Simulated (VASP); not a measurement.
Band structure of NaF (rock salt). Calculation: MS2 meta-GGA, VASP's PBE PAW potentials (set 64) (plane waves; VASP 6.6.1).

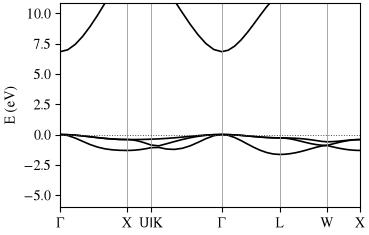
*Bands along high-symmetry lines, zero at the valence-band maximum or, without a gap, the Fermi level*

**Question.** Read the plot: is there a gap, and where are the band edges?

**Answer.** The gap is direct, 6.84 eV, from the valence maximum at Γ to the conduction minimum at Γ.

Measured: gap 11.70 eV (computed value off by -4.86 eV), as given by David Koller et al., Journal of Physics Condensed Matter (2013), arXiv:1304.4470.

The compound is NaF in the rock salt structure. It was relaxed first.
